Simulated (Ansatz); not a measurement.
# Response to strain in MgS

The parent structure is MgS in the rock salt structure (space group Fm-3m, No. 225).

```xyz
2
Lattice="0.0000 2.6015 2.6015 2.6015 0.0000 2.6015 2.6015 2.6015 0.0000" Properties=species:S:1:pos:R:3 pbc="T T T"
Mg     0.0000     0.0000     0.0000
S      2.6015     2.6015     2.6015
```

Cartesian axes are those of the cell as printed.

Strains are applied to the cell and any free atomic positions relax; under biaxial strain the out-of-plane vector relaxes too.

Computed with Kohn–Sham DFT with the r2SCAN functional, run in Ansatz (an electronic-structure program) with PAW and 500 eV plane waves, no spin-orbit coupling.

Notes on the quantities. pressure: mean of the normal stresses, compression positive.

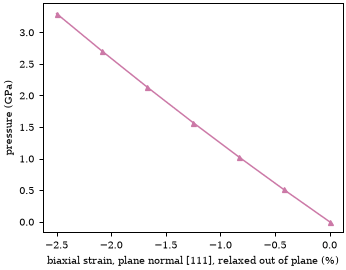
Fig. 1. Pressure against biaxial strain, plane normal [111], relaxed out of plane

```json
[
 {"biaxial strain, plane normal [111], relaxed out of plane (%)": "-2.5", "pressure": "33.0 kbar"},
 {"biaxial strain, plane normal [111], relaxed out of plane (%)": "-2.08", "pressure": "27.0 kbar"},
 {"biaxial strain, plane normal [111], relaxed out of plane (%)": "-1.67", "pressure": "21.3 kbar"},
 {"biaxial strain, plane normal [111], relaxed out of plane (%)": "-1.25", "pressure": "15.7 kbar"},
 {"biaxial strain, plane normal [111], relaxed out of plane (%)": "-0.83", "pressure": "10.3 kbar"},
 {"biaxial strain, plane normal [111], relaxed out of plane (%)": "-0.42", "pressure": "5.1 kbar"}
]
```

Whether these cells are dynamically stable was not tested.
